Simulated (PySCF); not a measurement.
# C3H9BrOSi2: what the fields show

Input

```
{"job": {"kind": "uv", "xc": "CAM-B3LYP", "basis": "def2-SVPD", "nstates": 8, "ntriplets": 3}, "charge": 0, "multiplicity": 1}
C      2.393535     0.652039    -0.349061
Si     0.934770    -0.066755     0.605874
C     -0.202751    -1.219493    -0.413384
C     -1.660074    -0.894614    -0.043431
Si    -1.698865     0.934490     0.465442
Br    -2.073095     2.241806    -1.266942
O     -0.151760     1.144656     0.899968
H      2.088783     1.081069    -1.299740
H      2.876715     1.434908     0.226137
H      3.131983    -0.116932    -0.546542
H      1.244590    -0.589331     1.936025
H     -0.055634    -1.020568    -1.478438
H      0.001032    -2.280494    -0.270471
H     -2.340039    -1.152671    -0.856298
H     -1.959316    -1.498273     0.815597
H     -2.537470     1.359108     1.563851
```

Launched as:

```sh
OMP_NUM_THREADS=1 python probes_run.py task.json out
```

Geometry: GFN2-xTB.

Theory: CAM-B3LYP/def2-SVPD, SCF density, gas phase in PySCF.

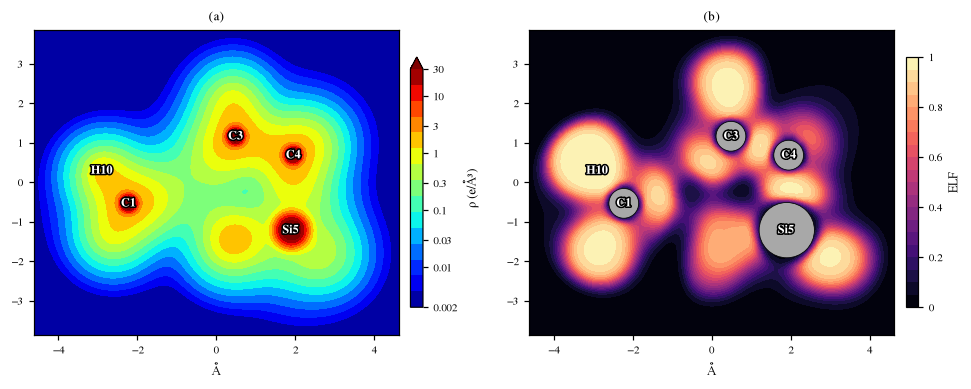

Figure 1. (a) total electron density; (b) ELF on the plane of atoms C3, C4 and Si5. Grey discs cover the atomic cores in the ELF map.

Read the bonding off the picture.

Answer.
- The section cuts through C, Si and H sites.
- C–C (1.54 Å): ρ at the midpoint is about 1.6 e/Å³; the ELF peaks at about 0.95 between the atoms: a covalent bond.
- C–Si (1.90 Å): ρ at the midpoint is about 0.96 e/Å³; the ELF peaks at about 0.95 between the atoms: a covalent bond.
- C–H (1.08 Å): the density is about 1.9 e/Å³ at the midpoint; the ELF climbs to about 1 towards the hydrogen, as it does in any bond to H (a covalent bond by its length).
- The ELF also peaks beside O7, away from the bonds: lone-pair regions.

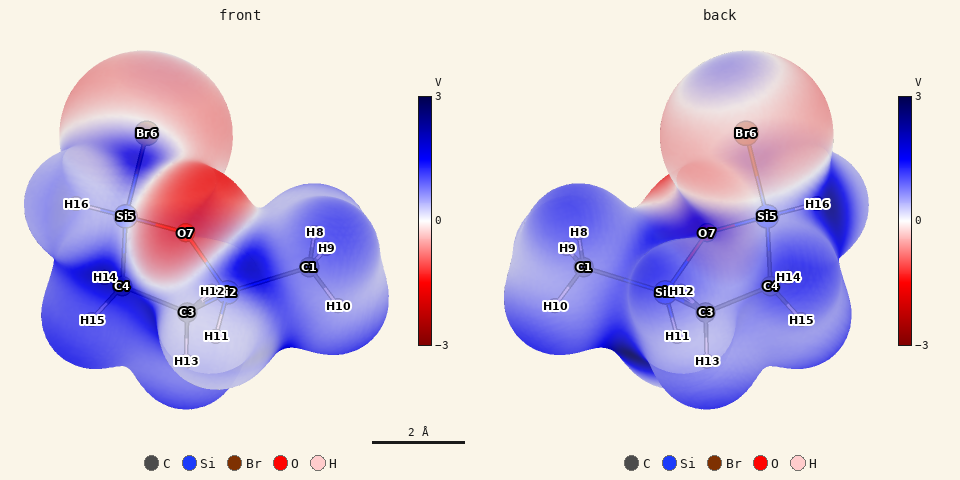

Figure 2. The molecular electrostatic potential painted on the density surface at 0.004 e/bohr³, seen from the front and from behind; the colour scale runs from red (negative) to blue (positive).

Which sites attract a positive test charge, and which a negative one?

Answer. A positive charge is drawn to the negative regions and a negative charge to the positive ones. The most negative region (about −1.4 V) lies over O7, the most positive (about +2.4 V) over Si2 and Si5. Br6 shows a σ-hole: about +0.5 V at the tip opposite its bond, against about −0.5 V on its flanks. O7 is the likeliest acceptor of a hydrogen bond.

How polar is the molecule by this calculation?

Answer. Its dipole moment is 2.52 D.
